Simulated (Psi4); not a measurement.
**BHOF2 (difluorohydroxyborane) at PBE0/def2-SVPD**

Aim: the vertical singlet–triplet gap of BHOF2 (difluorohydroxyborane) at PBE0/def2-SVPD, from 2 runs. 

The results are computed with Psi4 1.11.

1 further run of the same task is left out (it didn't finish).

### Step 1. Starting point

BHOF2 has 5 atoms, charge 0, and is taken as a singlet. As SMILES, `OB(F)F`. The coordinates come from a PBE0-D4/def2-TZVP relaxation.

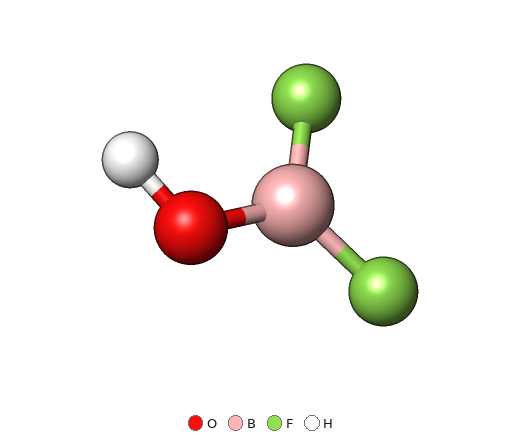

The structure, seen from a chosen angle (oxygen red, boron pink, fluorine green, hydrogen white).

### Step 2. Energy and gradient at PBE0/def2-SVPD

The input, bf2ho.dat:

```
memory 2200 MB

molecule {
  0 1
  O
  B 1 R2
  F 2 R3 1 A3
  F 2 R4 3 A4 1 D4
  H 1 R5 2 A5 3 D5

  R2 = 1.345398
  R3 = 1.317024
  A3 = 119.47341
  R4 = 1.327459
  A4 = 118.28701
  D4 = 179.99915
  R5 = 0.960066
  A5 = 113.46811
  D5 = -179.99792
  units angstrom
  symmetry c1
  no_reorient
  no_com
}

set puream true
set e_convergence 1e-09
set d_convergence 1e-08
set scf_type pk
set dft_radial_points 99
set dft_spherical_points 590

gradient("pbe0/def2-SVPD")
print_variables()
```

Launch:

```console
$ psi4 bf2ho.dat bf2ho.out -n 1
```

bf2ho.out:

```text
[...]
  Running in c1 symmetry.
[...]
  Nuclear repulsion =  112.725604400743080
[...]
  Multiplicity = 1
[...]
  Nalpha       = 16
  Nbeta        = 16
[...]
    Number of basis functions: 97
[...]
   @RKS iter   1:  -299.84491812146518   -3.75756e-01   7.51917e-03 DIIS/ADIIS
[...]
   @RKS iter  10:  -300.02915317958798   -1.58593e-11   7.03107e-09 DIIS
[...]
    Orbital Energies [Eh]
    ---------------------
    Doubly Occupied:
       1A    -24.805403     2A    -24.799790     3A    -19.265318
       4A     -6.928532     5A     -1.264890     6A     -1.234820
       7A     -1.082193     8A     -0.631940     9A     -0.596770
      10A     -0.565415    11A     -0.528116    12A     -0.490781
      13A     -0.467124    14A     -0.453950    15A     -0.420553
      16A     -0.400615
[...]
  @RKS Final Energy:  -300.02915317958798
   => Energetics <=
    Nuclear Repulsion Energy =            112.7256044007430802
    One-Electron Energy =                -639.4311085629769877
    Two-Electron Energy =                 252.2231706552184960
    DFT Exchange-Correlation Energy =     -25.5468196725725925
    Empirical Dispersion Energy =           0.0000000000000000
    VV10 Nonlocal Energy =                  0.0000000000000000
    Total Energy =                       -300.0291531795879791
[...]
 Multipole Moments:
 ------------------------------------------------------------------------------------
     Multipole            Electronic (a.u.)      Nuclear  (a.u.)        Total (a.u.)
 ------------------------------------------------------------------------------------
 L = 1.  Multiply by 2.5417464519 to convert [e a0] to [Debye]
 Dipole X            :         -0.0000073            0.0000378            0.0000305
 Dipole Y            :         -0.2626364            0.8605478            0.5979114
 Dipole Z            :          2.3198102           -2.8334913           -0.5136811
 Magnitude           :                                                    0.7882679
[...]
  -Total Gradient:
     Atom            X                  Y                   Z
    ------   -----------------  -----------------  -----------------
       1       -0.000001460933    -0.000289608268    -0.002804808055
       2        0.000001701064     0.000758330117     0.005645630040
       3       -0.000000212221     0.003180789713    -0.002100458338
       4       -0.000000744603    -0.003043442995    -0.001906119452
       5        0.000000711427    -0.000616443604     0.001191170410
[...]
```

Run time: 24 s. Hardware: 1 thread of Intel Xeon Platinum 8259CL at 2.50GHz (Skylake/Cascade Lake), shared host; peak memory 1.1 GiB.

### Step 3. The triplet

The input, job.json:

```json
{
 "schema_name": "qcschema_input",
 "schema_version": 1,
 "molecule": {
  "schema_name": "qcschema_molecule",
  "schema_version": 2,
  "symbols": ["O", "B", "F", "F", "H"],
  "geometry": [0.07300012, 1.89114342, 0.32939816, 0.19985743, -0.64715561, 0.25928932, 1.38144649, -1.86493292, 2.08002155, -0.83059132, -1.9878596, -1.59366273, -0.82371272, 2.60880471, -1.0750274],
  "molecular_charge": 0,
  "molecular_multiplicity": 3,
  "fix_symmetry": "c1",
  "fix_com": true,
  "fix_orientation": true
 },
 "driver": "gradient",
 "model": {
  "method": "pbe0",
  "basis": "def2-SVPD"
 },
 "keywords": {
  "reference": "uks",
  "puream": true,
  "e_convergence": 1e-09,
  "d_convergence": 1e-08,
  "scf_type": "pk",
  "dft_radial_points": 99,
  "dft_spherical_points": 590,
  "maxiter": 100,
  "scf_properties": ["MAYER_INDICES", "WIBERG_LOWDIN_INDICES", "LOWDIN_CHARGES"]
 }
}
```

Launch:

```console
$ psi4 --qcschema job.json -n 1 --memory 2200MB
```

stdout:

```text
[...]
  Running in c1 symmetry.
[...]
  Nuclear repulsion =  112.725598750141998
[...]
  Multiplicity = 3
[...]
  Nalpha       = 17
  Nbeta        = 15
[...]
    Number of basis functions: 97
[...]
   @UKS iter   1:  -299.48343849250233   -1.42762e-02   6.49830e-03 DIIS/ADIIS
[...]
   @UKS iter  24:  -299.70036142185734   -2.67164e-11   3.75579e-09 DIIS
[...]
   @S^2 Observed:                2.002965591E+00
[...]
    Orbital Energies [Eh]
    ---------------------
    Alpha Occupied:
       1A    -24.871332     2A    -24.867934     3A    -19.476308
       4A     -7.023633     5A     -1.333603     6A     -1.298732
       7A     -1.276252     8A     -0.776746     9A     -0.666475
      10A     -0.664140    11A     -0.650984    12A     -0.593923
      13A     -0.568456    14A     -0.541630    15A     -0.529039
      16A     -0.505311    17A     -0.113997
    Alpha Virtual:
      18A     -0.048699    19A     -0.004281    20A      0.048339
      21A      0.050298    22A      0.077530    23A      0.085257
      24A      0.111667    25A      0.128834    26A      0.139002
[...]
  @UKS Final Energy:  -299.70036142185734
   => Energetics <=
    Nuclear Repulsion Energy =            112.7255987501419980
    One-Electron Energy =                -636.2148354936982741
    Two-Electron Energy =                 249.2003046343434107
    DFT Exchange-Correlation Energy =     -25.4114293126444828
    Empirical Dispersion Energy =           0.0000000000000000
    VV10 Nonlocal Energy =                  0.0000000000000000
    Total Energy =                       -299.7003614218573375
[...]
 Multipole Moments:
 ------------------------------------------------------------------------------------
     Multipole            Electronic (a.u.)      Nuclear  (a.u.)        Total (a.u.)
 ------------------------------------------------------------------------------------
 L = 1.  Multiply by 2.5417464519 to convert [e a0] to [Debye]
 Dipole X            :         -5.3548437            5.7172719            0.3624283
 Dipole Y            :         19.9832417          -20.1729587           -0.1897169
 Dipole Z            :         -6.6554309            7.2338339            0.5784029
 Magnitude           :                                                    0.7084467
[...]
  -Total Gradient:
     Atom            X                  Y                   Z
    ------   -----------------  -----------------  -----------------
       1       -0.050530544933    -0.041293331330    -0.088140848923
       2       -0.002040756158     0.119992387316     0.009819198336
       3        0.001810573035    -0.009568884932     0.001953267014
       4       -0.006535745916    -0.016433154196    -0.012613050101
       5        0.057303181687    -0.052722922222     0.088989664291
[...]
```

The result, in JSON:

```text
{
 "driver": "gradient",
 "model": {
  "method": "pbe0",
  "basis": "def2-SVPD"
 },
 "success": true,
 "return_result": [-0.05053054493344156, -0.041293331329733785, -0.08814084892266258, -0.0020407561580039176, 0.11999238731561937, 0.009819198335828248, 0.00181057303532009, -0.009568884932403071, 0.0019532670137350217, -0.006535745916245395, -0.016433154195539257, -0.01261305010052935, 0.05730318168736345, -0.05272292222153699, 0.08898966429089289],
 "properties": {
  "calcinfo_nbasis": 97,
  "calcinfo_nmo": 97,
  "calcinfo_nalpha": 17,
  "calcinfo_nbeta": 15,
  "calcinfo_natom": 5,
  "nuclear_repulsion_energy": 112.725598750142,
  "return_energy": -299.70036142185734,
  "return_gradient": [-0.05053054493344156, -0.041293331329733785, -0.08814084892266258, -0.0020407561580039176, 0.11999238731561937, 0.009819198335828248, 0.00181057303532009, -0.009568884932403071, 0.0019532670137350217, -0.006535745916245395, -0.016433154195539257, -0.01261305010052935, 0.05730318168736345, -0.05272292222153699, 0.08898966429089289],
  "scf_one_electron_energy": -636.2148354936983,
  "scf_two_electron_energy": 249.2003046343434,
  "scf_xc_energy": -25.411429312644483,
  "scf_dipole_moment": [0.3624282671688688, -0.18971693171670978, 0.5784029224746261],
  "scf_total_energy": -299.70036142185734,
  "scf_total_gradient": [-0.05053054493344156, -0.041293331329733785, -0.08814084892266258, -0.0020407561580039176, 0.11999238731561937, 0.009819198335828248, 0.00181057303532009, -0.009568884932403071, 0.0019532670137350217, -0.006535745916245395, -0.016433154195539257, -0.01261305010052935, 0.05730318168736345, -0.05272292222153699, 0.08898966429089289],
  "scf_iterations": 24
 }
}
```

It took 52 s on 1 thread of Intel Xeon Platinum 8259CL at 2.50GHz (Skylake/Cascade Lake), shared host; peak memory 1.1 GiB.

### Step 4. Summary of results

Level: PBE0/def2-SVPD.

```
                                        quantity          value
                           singlet: total energy  -300.02915 Eh
                          singlet: dipole moment         2.00 D
                            singlet: HOMO energy      -10.90 eV
                            singlet: LUMO energy       -0.16 eV
                          singlet: HOMO–LUMO gap       10.74 eV
               singlet: largest force on an atom     0.293 eV/Å
                           triplet: total energy  -299.70036 Eh
                          triplet: dipole moment         1.80 D
     triplet: HOMO energy (highest over α and β)       -3.10 eV
                                   triplet: ⟨S²⟩          2.003
               triplet: largest force on an atom     6.192 eV/Å
vertical energy of the triplet above the singlet       8.947 eV
```

At this shape the triplet lies 8.95 eV (863 kJ/mol) above the singlet. The largest force (singlet) is 0.29 eV/Å: the shape isn't a stationary point for this species at this level.
